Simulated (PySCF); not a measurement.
# CH₃+: magnetic properties

Wanted: magnetic properties for CH₃+ (`[CH3+]`).

Computed with PySCF 2.14.0 and routines of our own; the level stands in each step. Atoms count from 0.

## 1. The starting structure

4 atoms, charge 1, multiplicity 1; geometry from: GFN2-xTB.

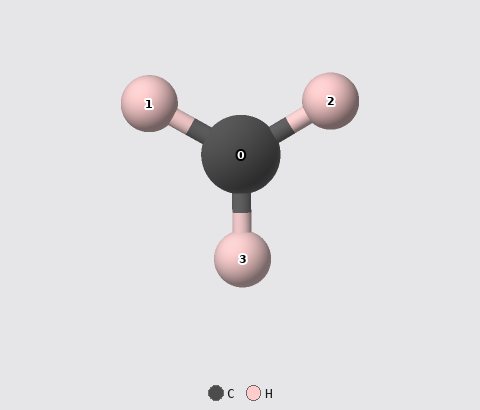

The starting geometry (carbon dark grey, hydrogen pink).

## 2. Geometry optimisation at PBE0-D3(BJ)/def2-SVP

The job: settings as JSON, then the geometry in Å.

```
{"job": {"xc": "PBE0", "basis": "def2-SVP", "d3": "d3bj", "grid": 1, "kind": "geom"}, "charge": 1, "multiplicity": 1}
C      0.002584     0.001486     0.012083
H      1.095908    -0.134833    -0.031226
H     -0.662991    -0.712340    -0.500964
H     -0.425267     0.850460     0.570410
```

Command:

```bash
$ OMP_NUM_THREADS=1 python excited_run.py task.json out
```

One launch serves the whole session: the jobs run in the order shown.

Log:

```text
step   0  E = -39.38887504  max force = 0.000941
step   1  E = -39.38887903  max force = 0.000187
optimisation converged
```

It took 0.67 s on 1 thread of Arm Neoverse V1, shared host.

The steps of the relaxation:

| step | energy from step 0 (eV) | largest force component (eV/Å) |
| --- | --- | --- |
| 0 | 0.0000 | 0.0484 |
| 1 | -0.0001 | 0.0096 |

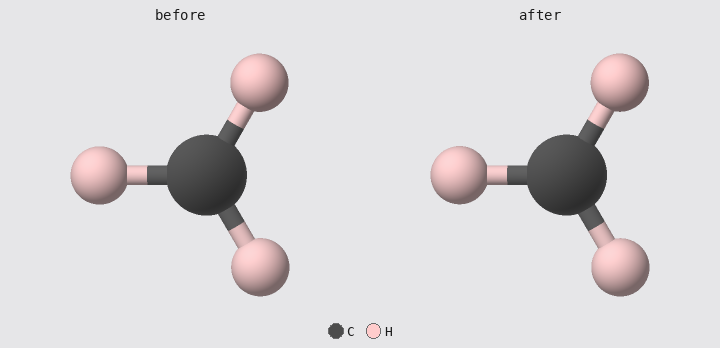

The geometry before (left) and after (right).

Close pairs (by a distance rule), those that changed most:

| bond | before (Å) | after (Å) | change (Å) |
| --- | --- | --- | --- |
| C0–H3 | 1.103 | 1.104 | +0.002 |
| C0–H2 | 1.103 | 1.104 | +0.002 |
| C0–H1 | 1.103 | 1.104 | +0.002 |

The next job starts from the end point, and lists it.

| at the end point | value |
| --- | --- |
| point group (found at 0.08 Å tolerance) | D3h |
| rotational constants (GHz, main isotopes) | 274.2, 274.1, 137.1 |

## 3. Magnetic properties: GIAO B3LYP/pcSseg-1

The job: settings as JSON, then the geometry in Å.

```
{"job": {"kind": "mag", "xc": "B3LYP", "basis": "pcSseg-1"}, "charge": 1, "multiplicity": 1}
C      0.010857    -0.002143     0.017111
H      1.105602    -0.139548    -0.028613
H     -0.656922    -0.714818    -0.498283
H     -0.415992     0.849099     0.576281
```

With the program's defaults for keys left out, this is: GIAO B3LYP/pcSseg-1 magnetisability, rotational g tensor and spin-rotation constants, non-relativistic, gas phase.

Log:

```text
coarse grid: 2952 points
cycle   1  E = -39.4426513443  dE =  1.781e-01  |g| = 2.585e-01  |ddm| = 1.393e+00
cycle   2  E = -39.4527697814  dE = -1.012e-02  |g| = 2.248e-01  |ddm| = 3.738e-01
cycle   3  E = -39.4658586344  dE = -1.309e-02  |g| = 6.867e-03  |ddm| = 1.441e-01
cycle   4  E = -39.4658723194  dE = -1.369e-05  |g| = 2.304e-04  |ddm| = 7.486e-03
cycle   5  E = -39.4658723417  dE = -2.232e-08  |g| = 8.679e-06  |ddm| = 6.410e-04
final grid: 27328 points
cycle   6  E = -39.4739033340  dE = -4.856e-06  |g| = 2.342e-03  |ddm| = 5.072e-03
cycle   7  E = -39.4739038455  dE = -5.115e-07  |g| = 1.906e-03  |ddm| = 2.803e-03
cycle   8  E = -39.4739048049  dE = -9.594e-07  |g| = 8.192e-06  |ddm| = 1.261e-03
cycle   9  E = -39.4739048049  dE = -1.701e-11  |g| = 1.389e-06  |ddm| = 7.463e-06
converged SCF energy = -39.4739048049

Magnetisability tensor (1e-30 J/T^2)
      130.20       -7.59       11.13
       -7.59       14.71      170.54
       11.13      170.54     -119.98
isotropic 8.31   principal values    -236.48    130.68    130.73
isotropic susceptibility 0.500 1e-6 cm^3/mol

Inertial axes            a          b          c
rot. const./GHz    274.1676   274.1123   137.0701
chi total             7.871      7.871    -14.241
chi diamagnetic     -15.779    -15.779    -22.716
chi paramagnetic     23.650     23.650      8.475
quadrupole/D A        0.466      0.466     -0.932
g nuclear            0.9996     0.9993     0.9995
g electronic        -3.0462    -3.0456    -0.5457
g total             -2.0466    -2.0462     0.4537

Spin-rotation constants (kHz, H = +C I.J)
atom  isotope        aa         bb         cc
  1     1H        9.168      9.166    -16.667
  2     1H        9.167      9.165    -16.667
  3     1H        9.169      9.167    -16.666
  0    13C*     291.154    291.096     18.590
* in the singly substituted isotopologue
```

It took 0.46 s on 1 thread of Arm Neoverse V1, shared host.

In short:

| quantity | value |
| --- | --- |
| magnetisability | 8·10⁻³⁰ J/T² |
| molar susceptibility | 0.5·10⁻⁶ cm³/mol |
| rotational g (a, b, c) | -2.0466, -2.0462, 0.4537 |

## 4. Magnetic properties: GIAO B3LYP/aug-cc-pVTZ

The job: settings as JSON, then the geometry in Å.

```
{"job": {"kind": "mag", "xc": "B3LYP", "basis": "aug-cc-pVTZ"}, "charge": 1, "multiplicity": 1}
C      0.010857    -0.002143     0.017111
H      1.105602    -0.139548    -0.028613
H     -0.656922    -0.714818    -0.498283
H     -0.415992     0.849099     0.576281
```

Method: GIAO B3LYP/aug-cc-pVTZ magnetisability, rotational g tensor and spin-rotation constants, non-relativistic, gas phase.

Log:

```text
coarse grid: 2952 points
cycle   1  E = -39.4741513860  dE =  1.718e-01  |g| = 2.557e-01  |ddm| = 3.850e+00
cycle   2  E = -39.4839382422  dE = -9.787e-03  |g| = 2.274e-01  |ddm| = 9.920e-01
cycle   3  E = -39.4965215163  dE = -1.258e-02  |g| = 8.063e-03  |ddm| = 4.810e-01
cycle   4  E = -39.4965377336  dE = -1.622e-05  |g| = 5.293e-04  |ddm| = 3.052e-02
cycle   5  E = -39.4965378250  dE = -9.133e-08  |g| = 1.729e-05  |ddm| = 1.644e-03
final grid: 27328 points
cycle   6  E = -39.4951223134  dE = -1.766e-05  |g| = 2.671e-03  |ddm| = 1.073e-01
cycle   7  E = -39.4951229037  dE = -5.904e-07  |g| = 2.165e-03  |ddm| = 1.104e-02
cycle   8  E = -39.4951240558  dE = -1.152e-06  |g| = 2.258e-05  |ddm| = 4.579e-03
cycle   9  E = -39.4951240560  dE = -1.273e-10  |g| = 1.544e-06  |ddm| = 9.019e-05
converged SCF energy = -39.4951240560

Magnetisability tensor (1e-30 J/T^2)
      131.30       -7.58       11.11
       -7.58       16.07      170.17
       11.11      170.17     -118.33
isotropic 9.68   principal values    -234.58    131.79    131.83
isotropic susceptibility 0.583 1e-6 cm^3/mol

Inertial axes            a          b          c
rot. const./GHz    274.1676   274.1123   137.0701
chi total             7.938      7.938    -14.127
chi diamagnetic     -15.771    -15.771    -22.566
chi paramagnetic     23.709     23.709      8.439
quadrupole/D A        0.546      0.546     -1.092
g nuclear            0.9996     0.9993     0.9995
g electronic        -3.0537    -3.0531    -0.5435
g total             -2.0542    -2.0538     0.4560

Spin-rotation constants (kHz, H = +C I.J)
atom  isotope        aa         bb         cc
  1     1H        9.291      9.289    -16.644
  2     1H        9.290      9.288    -16.644
  3     1H        9.292      9.290    -16.643
  0    13C*     284.500    284.443     17.402
* in the singly substituted isotopologue
```

It took 1.6 s on 1 thread of Arm Neoverse V1, shared host.

From this job:

| quantity | value |
| --- | --- |
| magnetisability | 10·10⁻³⁰ J/T² |
| molar susceptibility | 0.6·10⁻⁶ cm³/mol |
| rotational g (a, b, c) | -2.0542, -2.0538, 0.4560 |

## 5. Magnetic properties: GIAO B3LYP/6-31++G**

The job: settings as JSON, then the geometry in Å.

```
{"job": {"kind": "mag", "xc": "B3LYP", "basis": "6-31++G**"}, "charge": 1, "multiplicity": 1}
C      0.010857    -0.002143     0.017111
H      1.105602    -0.139548    -0.028613
H     -0.656922    -0.714818    -0.498283
H     -0.415992     0.849099     0.576281
```

With the program's defaults for keys left out, this is: GIAO B3LYP/6-31++G** magnetisability, rotational g tensor and spin-rotation constants, non-relativistic, gas phase.

Log:

```text
coarse grid: 2952 points
cycle   1  E = -39.4699608262  dE =  1.732e-01  |g| = 2.525e-01  |ddm| = 1.349e+00
cycle   2  E = -39.4804224313  dE = -1.046e-02  |g| = 2.093e-01  |ddm| = 4.057e-01
cycle   3  E = -39.4925663419  dE = -1.214e-02  |g| = 5.073e-03  |ddm| = 1.613e-01
cycle   4  E = -39.4925734242  dE = -7.082e-06  |g| = 2.320e-04  |ddm| = 5.247e-03
final grid: 27328 points
cycle   5  E = -39.4838639329  dE = -4.859e-06  |g| = 2.472e-03  |ddm| = 5.982e-03
cycle   6  E = -39.4838645951  dE = -6.622e-07  |g| = 1.984e-03  |ddm| = 3.474e-03
cycle   7  E = -39.4838656938  dE = -1.099e-06  |g| = 1.415e-05  |ddm| = 1.524e-03
cycle   8  E = -39.4838656939  dE = -4.815e-11  |g| = 1.323e-06  |ddm| = 1.206e-05
converged SCF energy = -39.4838656939

Magnetisability tensor (1e-30 J/T^2)
      129.76       -7.58       11.11
       -7.58       14.48      170.22
       11.11      170.22     -119.96
isotropic 8.10   principal values    -236.25    130.25    130.29
isotropic susceptibility 0.488 1e-6 cm^3/mol

Inertial axes            a          b          c
rot. const./GHz    274.1676   274.1123   137.0701
chi total             7.845      7.845    -14.227
chi diamagnetic     -15.804    -15.804    -22.610
chi paramagnetic     23.649     23.649      8.382
quadrupole/D A        0.541      0.541     -1.081
g nuclear            0.9996     0.9993     0.9995
g electronic        -3.0461    -3.0455    -0.5398
g total             -2.0465    -2.0461     0.4597

Spin-rotation constants (kHz, H = +C I.J)
atom  isotope        aa         bb         cc
  1     1H        9.572      9.570    -16.665
  2     1H        9.571      9.569    -16.665
  3     1H        9.573      9.571    -16.664
  0    13C*     263.618    263.565     14.667
* in the singly substituted isotopologue
```

It took 0.48 s on 1 thread of Arm Neoverse V1, shared host.

Key values:

| quantity | value |
| --- | --- |
| magnetisability | 8·10⁻³⁰ J/T² |
| molar susceptibility | 0.5·10⁻⁶ cm³/mol |
| rotational g (a, b, c) | -2.0465, -2.0461, 0.4597 |

## 6. Magnetic properties: GIAO B3LYP/6-31G

The job: settings as JSON, then the geometry in Å.

```
{"job": {"kind": "mag", "xc": "B3LYP", "basis": "6-31G"}, "charge": 1, "multiplicity": 1}
C      0.010857    -0.002143     0.017111
H      1.105602    -0.139548    -0.028613
H     -0.656922    -0.714818    -0.498283
H     -0.415992     0.849099     0.576281
```

Level: GIAO B3LYP/6-31G magnetisability, rotational g tensor and spin-rotation constants, non-relativistic, gas phase.

Log:

```text
coarse grid: 2952 points
cycle   1  E = -39.4596670746  dE =  1.760e-01  |g| = 2.459e-01  |ddm| = 1.395e+00
cycle   2  E = -39.4685953766  dE = -8.928e-03  |g| = 2.075e-01  |ddm| = 4.338e-01
cycle   3  E = -39.4808045916  dE = -1.221e-02  |g| = 4.025e-03  |ddm| = 1.641e-01
cycle   4  E = -39.4808096146  dE = -5.023e-06  |g| = 3.952e-04  |ddm| = 5.376e-03
final grid: 27328 points
cycle   5  E = -39.4722574492  dE = -1.382e-06  |g| = 2.403e-03  |ddm| = 5.240e-03
cycle   6  E = -39.4722580292  dE = -5.800e-07  |g| = 1.958e-03  |ddm| = 3.536e-03
cycle   7  E = -39.4722591293  dE = -1.100e-06  |g| = 6.714e-06  |ddm| = 1.562e-03
cycle   8  E = -39.4722591293  dE = -1.350e-11  |g| = 3.677e-07  |ddm| = 8.765e-06
converged SCF energy = -39.4722591293

Magnetisability tensor (1e-30 J/T^2)
      127.46       -7.72       11.32
       -7.72       10.02      173.43
       11.32      173.43     -126.96
isotropic 3.51   principal values    -245.44    127.96    128.00
isotropic susceptibility 0.211 1e-6 cm^3/mol

Inertial axes            a          b          c
rot. const./GHz    274.1676   274.1123   137.0701
chi total             7.707      7.707    -14.781
chi diamagnetic     -15.902    -15.902    -22.711
chi paramagnetic     23.609     23.609      7.930
quadrupole/D A        0.539      0.539     -1.077
g nuclear            0.9996     0.9993     0.9995
g electronic        -3.0410    -3.0403    -0.5107
g total             -2.0414    -2.0410     0.4888

Spin-rotation constants (kHz, H = +C I.J)
atom  isotope        aa         bb         cc
  1     1H       10.170     10.168    -18.219
  2     1H       10.169     10.167    -18.218
  3     1H       10.171     10.169    -18.218
  0    13C*     265.116    265.063     13.699
* in the singly substituted isotopologue
```

It took 0.32 s on 1 thread of Arm Neoverse V1, shared host.

In short:

| quantity | value |
| --- | --- |
| magnetisability | 4·10⁻³⁰ J/T² |
| molar susceptibility | 0.2·10⁻⁶ cm³/mol |
| rotational g (a, b, c) | -2.0414, -2.0410, 0.4888 |

## 7. The levels compared

| level | ξ (10⁻³⁰ J/T²) | g(a) | g(b) | gap (eV) | functions | time |
| --- | --- | --- | --- | --- | --- | --- |
| GIAO B3LYP/pcSseg-1 | 8 | -2.0466 | -2.0462 | 8.09 | 32 | 0.46 s |
| GIAO B3LYP/aug-cc-pVTZ | 10 | -2.0542 | -2.0538 | 8.08 | 115 | 1.6 s |
| GIAO B3LYP/6-31++G** | 8 | -2.0465 | -2.0461 | 8.09 | 36 | 0.48 s |
| GIAO B3LYP/6-31G | 4 | -2.0414 | -2.0410 | 8.15 | 15 | 0.32 s |

## 8. Summary of results

```
                                            quantity                       value
                                         point group                         D3h
                rotational constants (main isotopes)  274.17, 274.11, 137.07 GHz
       magnetisability (step 3, GIAO B3LYP/pcSseg-1)                8·10⁻³⁰ J/T²
  molar susceptibility (step 3, GIAO B3LYP/pcSseg-1)            0.5·10⁻⁶ cm³/mol
rotational g (a, b, c) (step 3, GIAO B3LYP/pcSseg-1)    -2.0466, -2.0462, 0.4537
                     magnetisability over the levels          4 to 10·10⁻³⁰ J/T²
```

With PBE0/def2-SVP, its start was all but relaxed already: 1 step gained 0.1 meV. For an ion, the motion of the centre of mass in the field is left out. At GIAO B3LYP/pcSseg-1 the magnetisability is positive: the paramagnetic term outweighs the diamagnetic one, and such values are sensitive to the functional. At GIAO B3LYP/aug-cc-pVTZ the magnetisability is positive: the paramagnetic term outweighs the diamagnetic one, and such values are sensitive to the functional. At GIAO B3LYP/6-31++G** the magnetisability is positive: the paramagnetic term outweighs the diamagnetic one, and such values are sensitive to the functional. At GIAO B3LYP/6-31G the magnetisability is positive: the paramagnetic term outweighs the diamagnetic one, and such values are sensitive to the functional. The magnetisability spreads by 83.4 % over 4 levels, from GIAO B3LYP/6-31G (0.32 s) to GIAO B3LYP/aug-cc-pVTZ (1.6 s); the runs took 0.32 s to 1.6 s. Vibrational averaging and real surroundings are missing from these values.
